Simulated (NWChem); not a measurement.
# MP2/cc-pCVDZ run of CCl2 (SMILES Cl[C]Cl)

What is the vertical ionisation energy of CCl2 at MP2/cc-pCVDZ? 

The calculation is run with NWChem 7.3.0.

6 further runs of the same task are left out: 6 set aside as unsound or not needed.

### Step 1. The structure to begin with

The species is CCl2 (3 atoms), meant as a singlet with charge 0. SMILES: `Cl[C]Cl`. The shape is that of a PBE0-D4/def2-TZVP optimisation.

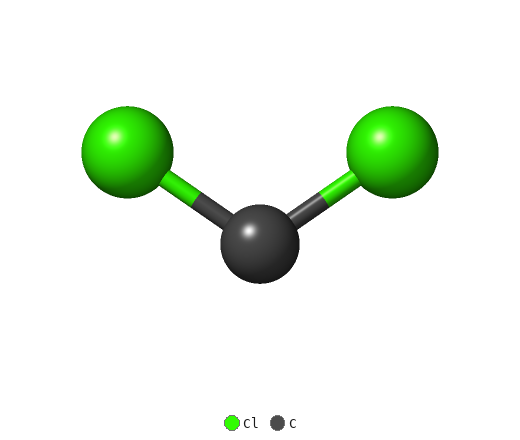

Viewed from a chosen angle; chlorine green, carbon dark grey.

### Step 2. A single-point energy at MP2/cc-pCVDZ

mol.nw

```
START mol
memory stack 880 mb heap 220 mb global 1100 mb

GEOMETRY noautosym nocenter noautoz
Cl    1.236700   -0.329300    0.644300
C    -0.231600   -0.585100   -0.189800
Cl   -1.005100    0.914500   -0.454500
END

BASIS "ao basis" spherical bse
* library cc-pCVDZ
END

SCF
thresh 1e-08
maxiter 80
noprint "final vectors analysis"
END

MP2
freeze core 11
tight
END

TASK mp2 energy
```

Started as:

```
$ nwchem mol.nw > mol.out
```

Log:

```text
[...]
  functions       =    72
[...]
  wavefunction    = RHF
[...]
         Total SCF energy =   -956.764898443012
      One-electron energy =  -1555.380069508111
      Two-electron energy =    480.581093483636
 Nuclear repulsion energy =    118.034077581463
        Time for solution =     26.4s
[...]
          Total MP2 energy          -957.159082333901
[...]
```

Wall time 32 s (1 thread of Intel Xeon 6975P-C (Granite Rapids), shared host); peak memory 0.14 GiB.

### Step 3. The doublet cation at the same level

run.nw

```
start run
title "CCl2"
memory stack 880 mb heap 220 mb global 1100 mb
charge 1

geometry units angstroms noautosym nocenter noautoz
   Cl    1.236700   -0.329300    0.644300
   C    -0.231600   -0.585100   -0.189800
   Cl   -1.005100    0.914500   -0.454500
end

basis spherical bse
   * library cc-pCVDZ
end

scf
   doublet
   uhf
   thresh 1e-08
   maxiter 80
   noprint "final vectors analysis"
end

mp2
   freeze core 11
   tight
end

task mp2
```

Started as:

```
$ nwchem run.nw > run.out
```

Log:

```text
[...]
  functions       =    72
[...]
  wavefunction    = UHF
[...]
         Total SCF energy =   -956.422245443928
      One electron energy =  -1544.015911054799
      Two electron energy =    469.559588029408
 Nuclear repulsion energy =    118.034077581463
                       Sz =      0.5000
                 Sz(Sz+1) =      0.7500
                      S^2 =      0.7727
[...]
          Total MP2 energy          -956.803519065041
[...]
```

It took 46 s on 1 thread of Intel Xeon 6975P-C (Granite Rapids), shared host; peak memory 0.14 GiB.

### Step 4. Outcome

At MP2/cc-pCVDZ, 11 core orbitals frozen:

```
                                                    quantity          value
                                  singlet CCl2: total energy  -957.15908 Eh
  singlet CCl2: correlation energy (11 core orbitals frozen)     -394.2 mEh
                                doublet cation: total energy  -956.80352 Eh
doublet cation: correlation energy (11 core orbitals frozen)     -381.3 mEh
           doublet cation: ⟨S²⟩ of the reference determinant          0.773
          vertical ionisation energy (to the doublet cation)       9.675 eV
```

In words: Removing an electron at fixed nuclei costs 9.68 eV (223 kcal/mol).
